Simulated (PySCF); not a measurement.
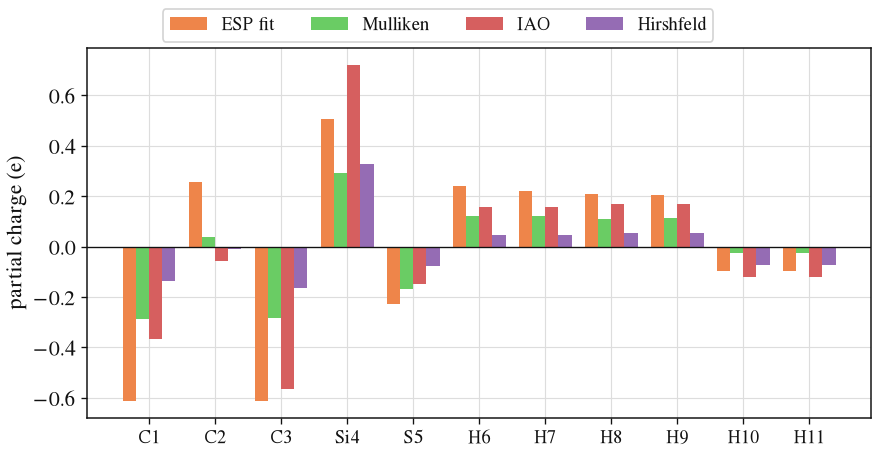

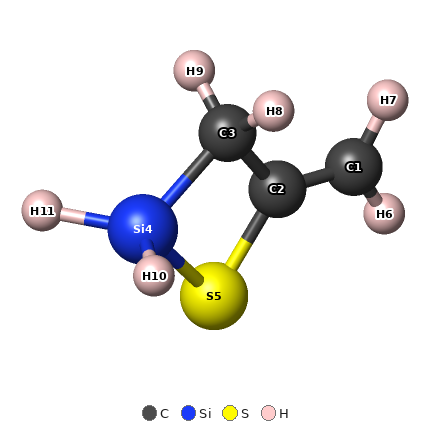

Atomic charges of C₃H₆SSi, SMILES C=C1C[SiH2]S1 by 4 schemes, PBE0/cc-pVTZ in PySCF 2.14.0, at a PBE0-D3(BJ)/def2-SVP geometry (no frequency check).

Question: Which scheme gives the smallest charges overall?

Answer: Hirshfeld: mean absolute charge Hirshfeld 0.10, Mulliken 0.14, IAO 0.25, ESP fit 0.30 e.

Question: On which atom do the schemes disagree most?

Answer: On C1: ESP fit −0.61, Mulliken −0.29, IAO −0.37, Hirshfeld −0.13 e.
